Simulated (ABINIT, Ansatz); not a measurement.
# CsH3Pb (Pm-3m): zone-centre phonons

Which modes does CsH3Pb (Pm-3m) have at the zone centre?

Main program and level: ABINIT 10.8.3; DFT LDA, scalar-relativistic, plane waves, PseudoDojo norm-conserving pseudopotentials.

The structure was built from a prototype and need not be the compound's stable phase.

### Step 1. Starting point

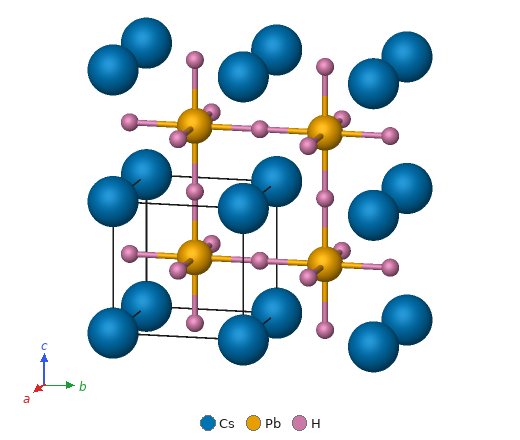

The starting structure, seen slightly off an axis (caesium blue, lead orange, hydrogen pink). 1×2×2 cells are drawn. Some periodic images of atoms are drawn too.

Structure file:

```cif
data_structure
_symmetry_space_group_name_H-M 'P 1'
_symmetry_Int_Tables_number 1
_cell_length_a 4.4984
_cell_length_b 4.4984
_cell_length_c 4.4984
_cell_angle_alpha 90.000
_cell_angle_beta 90.000
_cell_angle_gamma 90.000
_cell_volume 91.03
loop_
_atom_site_label
_atom_site_type_symbol
_atom_site_fract_x
_atom_site_fract_y
_atom_site_fract_z
_atom_site_occupancy
Cs1 Cs 0.00000 0.00000 0.00000 1
Pb2 Pb 0.50000 0.50000 0.50000 1
H3 H 0.50000 0.50000 0.00000 1
H4 H 0.50000 0.00000 0.50000 1
H5 H 0.00000 0.50000 0.50000 1
```

### Step 2. Relaxation

The harmonic expansion needs vanishing forces, and a free crystal bears no stress, so cell and atoms are brought to rest. Stress is more sensitive to the basis than forces are: the last 3 Ha under the cutoff are smoothed with ecutsm, and the cutoff is raised above that of the later runs.

The starting cell comes from a relaxation made beforehand in Ansatz (LDA, PseudoDojo NC).

Input file relax.abi:

```
# relaxation
ionmov 2
optcell 2
dilatmx 1.08
ntime 40
tolmxf 1.0d-05
tolvrs 1.0d-14
prtwf 0
prtden 0
chksymtnons 0

# basis, mesh and filling
ecut 39.0
ecutsm 3.0
ngkpt 6 6 6
nshiftk 1
shiftk 0.0 0.0 0.0
istwfk *1
occopt 3
tsmear 0.01
nband 20
nstep 100
diemac 1000000.0
prtebands 0
prtgsr 0

# cell and atoms
acell 3*1.0 Angstrom
rprim 
    4.498359802 0.0 0.0
    0.0 4.498359802 0.0
    0.0 0.0 4.498359802
ntypat 3
znucl 55 82 1
natom 5
typat 1 2 3 3 3
xred 
    0.0 0.0 0.0
    0.5 0.5 0.5
    0.5 0.5 0.0
    0.5 0.0 0.5
    0.0 0.5 0.5
pp_dirpath "./pseudo"
pseudos "Cs.upf, Pb.upf, H.upf"
```

The run is started by

```
$ OMP_NUM_THREADS=1 mpirun -n 4 abinit relax.abi > relax.log
```

Numbers of over 12 decimals in the logs are rounded to 6 here.

relax.abo, the main output file:

```text
[banners, grids, parts of the stress and lines that vanish by symmetry left out]
- input  file    -> relax.abi
- output file    -> relax.abo
- root for input  files -> relaxi
[...]
Symmetries : space group Pm -3 m (#221); Bravais cP (primitive cubic)
[...]
mpw =        9076          nfft =      157464          nkpt =          20
[...]
== DATASET  1 ==================================================================
[...]
cutoff_energies: {ecut:  39.0, pawecutdg:  -1.0, }
[...]
ETOT  1  -95.314712019865    -9.531E+01 6.999E-02 2.153E+02
 ETOT  2  -95.416231477118    -1.015E-01 2.108E-02 1.391E+01
 ETOT  3  -95.417470750522    -1.239E-03 1.595E-03 2.914E+00
 ETOT  4  -95.417591072473    -1.203E-04 1.222E-03 2.696E-02
 ETOT  5  -95.417593706154    -2.634E-06 2.809E-04 2.191E-03
[...]
At SCF step   16       vres2   =  9.07E-15 < tolvrs=  1.00E-14 =>converged.
[...]
sigma(1 1)=  1.06925187E-05  sigma(3 2)=  0.00000000E+00
  sigma(2 2)=  1.06925187E-05  sigma(3 1)=  0.00000000E+00
  sigma(3 3)=  1.06925187E-05  sigma(2 1)=  0.00000000E+00
[...]
convergence: {deltae: -1.535E-12, res2:  9.070E-15, residm:  5.266E-05, diffor: null, }
etotal    :  -9.54175940E+01
[...]
ETOT  1  -95.417589279496    -9.542E+01 3.727E-03 1.775E-01
[...]
At SCF step   12       vres2   =  1.43E-16 < tolvrs=  1.00E-14 =>converged.
[...]
sigma(1 1)=  9.79945088E-06  sigma(3 2)=  0.00000000E+00
  sigma(2 2)=  9.79945088E-06  sigma(3 1)=  0.00000000E+00
  sigma(3 3)=  9.79945088E-06  sigma(2 1)=  0.00000000E+00
[...]
convergence: {deltae: -3.979E-12, res2:  1.434E-16, residm:  3.842E-06, diffor: null, }
etotal    :  -9.54176000E+01
[...]
ETOT  1  -95.416377980825    -9.542E+01 1.391E-01 2.081E+01
[...]
At SCF step   14       vres2   =  3.36E-16 < tolvrs=  1.00E-14 =>converged.
[...]
sigma(1 1)= -1.35801702E-07  sigma(3 2)=  0.00000000E+00
  sigma(2 2)= -1.35801702E-07  sigma(3 1)=  0.00000000E+00
  sigma(3 3)= -1.35801702E-07  sigma(2 1)=  0.00000000E+00
[...]
convergence: {deltae: -5.784E-12, res2:  3.357E-16, residm:  2.454E-03, diffor: null, }
etotal    :  -9.54176312E+01
[...]
ETOT  1  -95.417630935613    -9.542E+01 2.237E-04 3.851E-03
[...]
ETOT  9  -95.417631166826    -2.245E-12 3.781E-05 5.694E-14
 ETOT 10  -95.417631166821     5.613E-12 4.865E-05 5.744E-15
 At SCF step   10       vres2   =  5.74E-15 < tolvrs=  1.00E-14 =>converged.
[...]
sigma(1 1)=  1.67962108E-09  sigma(3 2)=  0.00000000E+00
  sigma(2 2)=  1.67962107E-09  sigma(3 1)=  0.00000000E+00
  sigma(3 3)=  1.67962107E-09  sigma(2 1)=  0.00000000E+00
[...]
convergence: {deltae:  5.613E-12, res2:  5.744E-15, residm:  4.865E-05, diffor: null, }
etotal    :  -9.54176312E+01
[...]
At Broyd/MD step   4, gradients are converged :
[...]
sigma(1 1)=  1.67962108E-09  sigma(3 2)=  0.00000000E+00
  sigma(2 2)=  1.67962107E-09  sigma(3 1)=  0.00000000E+00
  sigma(3 3)=  1.67962107E-09  sigma(2 1)=  0.00000000E+00
[...]
- sigma(1 1)=  4.94161581E-05  sigma(3 2)=  0.00000000E+00
- sigma(2 2)=  4.94161580E-05  sigma(3 1)=  0.00000000E+00
- sigma(3 3)=  4.94161581E-05  sigma(2 1)=  0.00000000E+00
[...]
fcart     -0.0000000000E+00 -0.0000000000E+00 -0.0000000000E+00
           strten      1.6796210759E-09  1.6796210724E-09  1.6796210733E-09
================================================================================

[key lines of the parts left out:]
pressure_GPa:  -4.9416E-05
Total energy (etotal) [Ha]= -9.54176311668208E+01
```

Run time: 8.2 min. Hardware: 4 MPI ranks of Intel Xeon Platinum 8259CL at 2.50GHz (Skylake/Cascade Lake), shared host; 32 min of CPU time.

Relaxation path:

| step | energy less that of the first step (eV) | largest force (eV/Å) | volume (Å³) |
| --- | --- | --- | --- |
| 1 | 0.0000 | 0.0000 | 91.03 |
| 2 | -0.0002 | 0.0000 | 90.94 |
| 3 | -0.0010 | 0.0000 | 89.99 |
| 4 | -0.0010 | 0.0000 | 90.00 |

| conventional cell, symmetrised | before | after | change |
| --- | --- | --- | --- |
| a (Å) | 4.498 | 4.481 | -0.4 % |
| b (Å) | 4.498 | 4.481 | -0.4 % |
| c (Å) | 4.498 | 4.481 | -0.4 % |
| volume (Å³/atom) | 18.21 | 18.00 | -1.1 % |

Final coordinates:

```cif
data_structure
_symmetry_space_group_name_H-M 'P 1'
_symmetry_Int_Tables_number 1
_cell_length_a 4.4815
_cell_length_b 4.4815
_cell_length_c 4.4815
_cell_angle_alpha 90.000
_cell_angle_beta 90.000
_cell_angle_gamma 90.000
_cell_volume 90.00
loop_
_atom_site_label
_atom_site_type_symbol
_atom_site_fract_x
_atom_site_fract_y
_atom_site_fract_z
_atom_site_occupancy
Cs1 Cs 0.00000 0.00000 0.00000 1
Pb2 Pb 0.50000 0.50000 0.50000 1
H3 H 0.50000 0.50000 0.00000 1
H4 H 0.50000 0.00000 0.50000 1
H5 H 0.00000 0.50000 0.50000 1
```

Read from the output:

```
volume per atom   : 18.00 Å³
pressure          : -4.94e-5 GPa
gap on the k-mesh : 0 eV
```

The volume changes by -1.1 % from the cell with which this run began.

### Step 3. Self-consistent run for the response

First-order wavefunctions inherit every error of the ground state, hence the very tight tolvrs. Occupations are smeared.

Input file gs.abi:

```
# ground state
tolvrs 1.0d-16
prtden 1
prtwf 1

# basis, mesh and filling
ecut 31.0
ngkpt 6 6 6
nshiftk 1
shiftk 0.0 0.0 0.0
istwfk *1
occopt 3
tsmear 0.01
nband 20
nstep 100
diemac 1000000.0
prtebands 0
prtgsr 0

# cell and atoms
acell 3*1.0 Angstrom
rprim 
    4.481475715 0.0 0.0
    0.0 4.481475715 0.0
    0.0 0.0 4.481475715
ntypat 3
znucl 55 82 1
natom 5
typat 1 2 3 3 3
xred 
    0.0 0.0 0.0
    0.5 0.5 0.5
    0.5 0.5 0.0
    0.5 0.0 0.5
    0.0 0.5 0.5
pp_dirpath "./pseudo"
pseudos "Cs.upf, Pb.upf, H.upf"
```

The run is started by

```
$ OMP_NUM_THREADS=1 mpirun -n 4 abinit gs.abi > gs.log
```

gs.abo, the main output file:

```text
[banners, grids, parts of the stress and lines that vanish by symmetry left out]
- input  file    -> gs.abi
- output file    -> gs.abo
- root for input  files -> gsi
[...]
Symmetries : space group Pm -3 m (#221); Bravais cP (primitive cubic)
[...]
mpw =        5056          nfft =       91125          nkpt =          20
[...]
== DATASET  1 ==================================================================
[...]
cutoff_energies: {ecut:  31.0, pawecutdg:  -1.0, }
[...]
ETOT  1  -95.285761369765    -9.529E+01 1.299E-01 1.252E+02
 ETOT  2  -95.416166694581    -1.304E-01 3.223E-03 7.817E+00
 ETOT  3  -95.417351105758    -1.184E-03 9.379E-04 1.613E+00
 ETOT  4  -95.417471316405    -1.202E-04 7.472E-04 1.537E-02
 ETOT  5  -95.417474383380    -3.067E-06 2.948E-04 1.465E-03
[...]
ETOT 18  -95.417474730277    -3.439E-12 1.237E-05 5.488E-16
 ETOT 19  -95.417474730272     5.883E-12 2.675E-06 5.772E-17
 At SCF step   19       vres2   =  5.77E-17 < tolvrs=  1.00E-16 =>converged.
[...]
sigma(1 1)=  1.82113643E-06  sigma(3 2)=  0.00000000E+00
  sigma(2 2)=  1.82113643E-06  sigma(3 1)=  0.00000000E+00
  sigma(3 3)=  1.82113643E-06  sigma(2 1)=  0.00000000E+00
[...]
convergence: {deltae:  5.883E-12, res2:  5.772E-17, residm:  2.675E-06, diffor: null, }
etotal    :  -9.54174747E+01
[...]
sigma(1 1)=  1.82113643E-06  sigma(3 2)=  0.00000000E+00
  sigma(2 2)=  1.82113643E-06  sigma(3 1)=  0.00000000E+00
  sigma(3 3)=  1.82113643E-06  sigma(2 1)=  0.00000000E+00
[...]
- sigma(1 1)=  5.35796836E-02  sigma(3 2)=  0.00000000E+00
- sigma(2 2)=  5.35796836E-02  sigma(3 1)=  0.00000000E+00
- sigma(3 3)=  5.35796836E-02  sigma(2 1)=  0.00000000E+00
[...]
fcart     -0.0000000000E+00 -0.0000000000E+00 -0.0000000000E+00
           strten      1.8211364314E-06  1.8211364314E-06  1.8211364314E-06
================================================================================

[key lines of the parts left out:]
pressure_GPa:  -5.3580E-02
```

Run time: 92 s. Hardware: 4 MPI ranks; 6.1 min of CPU time.

This step gave:

* pressure: -0.05358 GPa

The cell stands at -0.054 GPa, close enough for phonons.

(Part 1 of 4 ends here.)

[Host names and launcher messages were left out of these logs when they were recorded.]

[Logs are printed without paths, hosts, clocks, repeated set-up lines and the standing remarks that a program may print on its own settings, such as how far it seeks lower states.]

[Hosts, paths, dates, database ids (printed as entryN), source tags and the programs' standing remarks are cut or masked in the printed files.]
